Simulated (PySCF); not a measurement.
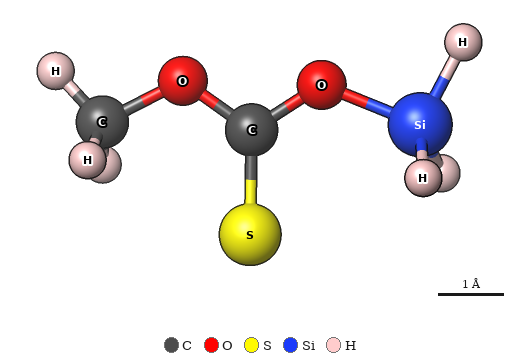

**Figure 1.** The structure as given in the input (ball-and-stick view, seen at a tilt).

# C2H6O2SSi: NMR shielding calculation

- system: C2H6O2SSi, SMILES COC(=S)O[SiH3]
- method: GIAO PBE0/pcSseg-1 NMR shielding, non-relativistic, gas phase (PySCF 2.14.0)

The geometry comes from this level: GFN2-xTB. Figures and captions count atoms from 1; the log counts them from 0 in places.

Input:
```
{"job": {"kind": "nmr", "xc": "PBE0", "basis": "pcSseg-1"}, "charge": 0, "multiplicity": 1}
C      2.450071     0.000573     0.444677
O      1.184645     0.204305     1.046063
C      0.107943     0.008685     0.299868
S      0.139310    -0.459679    -1.262364
O     -0.995530     0.232831     0.958227
Si    -2.536133     0.060399     0.352444
H      3.182942     0.185604     1.225875
H      2.537863    -1.021644     0.069429
H      2.594571     0.692428    -0.388372
H     -2.740235    -1.336484    -0.009394
H     -3.224944     0.484985     1.559268
H     -2.699305     0.947311    -0.792308
```

The first line tells a small driver script what to run in PySCF; the rest is the geometry in Å.

Run on 1 CPU thread, shared host.

Command:
```bash
OMP_NUM_THREADS=1 python <driver script> task.json out
```

Log:
```
coarse grid: 11312 points
cycle   1  E = -917.2383414301  dE =  9.350e-01  |g| = 7.560e-01  |ddm| = 3.153e+00
cycle   2  E = -917.1199032256  dE =  1.184e-01  |g| = 1.122e+00  |ddm| = 1.138e+00
cycle   3  E = -917.3446528051  dE = -2.247e-01  |g| = 7.078e-02  |ddm| = 6.693e-01
cycle   4  E = -917.3457063935  dE = -1.054e-03  |g| = 3.124e-02  |ddm| = 1.061e-01
cycle   5  E = -917.3458925026  dE = -1.861e-04  |g| = 1.123e-02  |ddm| = 3.233e-02
cycle   6  E = -917.3459158536  dE = -2.335e-05  |g| = 3.864e-03  |ddm| = 1.245e-02
cycle   7  E = -917.3459189463  dE = -3.093e-06  |g| = 6.464e-04  |ddm| = 4.097e-03
final grid: 100736 points
cycle   8  E = -917.4031378590  dE = -1.613e-05  |g| = 1.134e-02  |ddm| = 1.979e-02
cycle   9  E = -917.4031162995  dE =  2.156e-05  |g| = 1.600e-02  |ddm| = 1.414e-02
cycle  10  E = -917.4031593136  dE = -4.301e-05  |g| = 1.399e-03  |ddm| = 8.388e-03
cycle  11  E = -917.4031597475  dE = -4.339e-07  |g| = 2.787e-04  |ddm| = 1.512e-03
cycle  12  E = -917.4031597649  dE = -1.738e-08  |g| = 1.299e-04  |ddm| = 4.184e-04
cycle  13  E = -917.4031597690  dE = -4.150e-09  |g| = 2.369e-05  |ddm| = 1.285e-04
cycle  14  E = -917.4031597692  dE = -1.216e-10  |g| = 6.665e-06  |ddm| = 2.175e-05
```

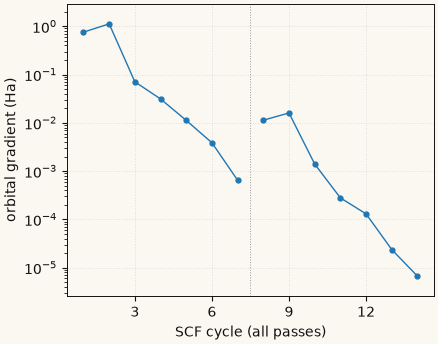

**Figure 2.** Convergence of the self-consistent field: orbital gradient against the SCF cycle. The dotted line marks the change from a coarse to the final integration grid. The first 7 cycles use a coarse grid, the final grid takes over at cycle 8, and the field converges after 14 cycles in all.

```
converged SCF energy = -917.4031597692

GIAO shielding tensors (ppm)
atom      isotropic    diamagn.    paramagn.     s11        s22        s33       span
  0 C      125.453     244.701    -119.248    101.845    102.726    171.787     69.943
  1 O      108.867     398.083    -289.217   -139.257    229.767    236.090    375.348
  2 C      -18.621     253.573    -272.193   -151.841     41.602     54.376    206.217
  3 S      350.513    1060.243    -709.730    165.683    210.983    674.873    509.190
  4 O      125.271     399.280    -274.009    -71.676    213.026    234.464    306.140
  5 Si     390.548     879.420    -488.873    359.127    366.872    445.643     86.516
  6 H       27.538      27.543      -0.005     23.431     25.998     33.186      9.755
  7 H       27.514      28.911      -1.397     23.813     25.736     32.993      9.180
  8 H       27.610      28.963      -1.353     23.996     25.568     33.266      9.270
  9 H       26.743      29.017      -2.274     23.245     25.436     31.549      8.303
 10 H       27.091      28.885      -1.794     23.272     25.712     32.289      9.017
 11 H       26.644      29.073      -2.429     23.116     25.520     31.295      8.179
```

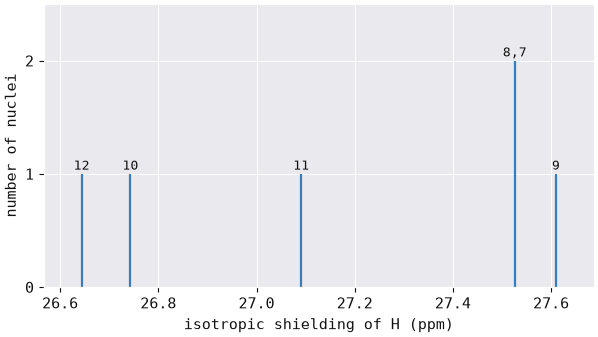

**Figure 3.** Isotropic shieldings of the hydrogen nuclei in this fixed geometry, labelled by atom number; shielding grows to the right, so chemical shift grows to the left. The least shielded is H12 (26.6 ppm), the most shielded H9 (27.6 ppm).

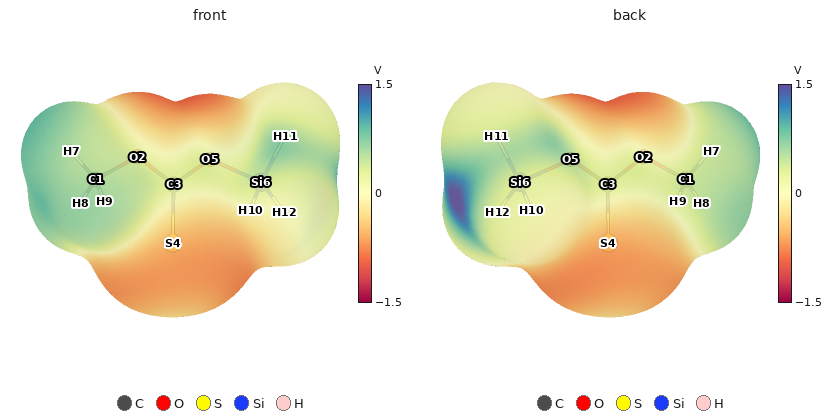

**Figure 4.** The electrostatic potential painted on the density surface at 0.001 e/bohr³, seen at a tilt and from behind; red is negative and blue positive. A positive charge is drawn to the negative regions and a negative charge to the positive ones.

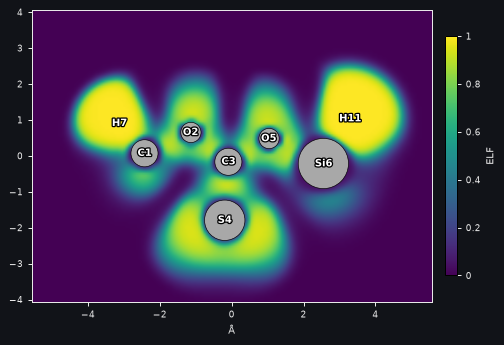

**Figure 5.** Electron localisation function on the plane of atoms S4, C3 and O5. Grey discs, where drawn, cover atomic cores. Atoms in the plane: C, O, S, Si and H. C–S (1.63 Å): the ELF peaks at about 0.90 between the atoms, which marks localised, shared-pair bonding. C–O (1.42 Å): the ELF peaks at about 0.90 between the atoms, which marks a shared but strongly polarised pair.

Key numbers:

```csv
quantity,value
outcome,converged
total energy,−917.403160 hartree
HOMO,−6.86 eV
LUMO,−0.76 eV
dipole moment,0.93 D
"isotropic shielding, C",−18.6 to 125.5 ppm
"isotropic shielding, O",108.9 to 125.3 ppm
"isotropic shielding, S",350.5 ppm
"isotropic shielding, Si",390.5 ppm
"isotropic shielding, H",26.6 to 27.6 ppm
wall time,16 s
peak memory,0.7 GiB
```
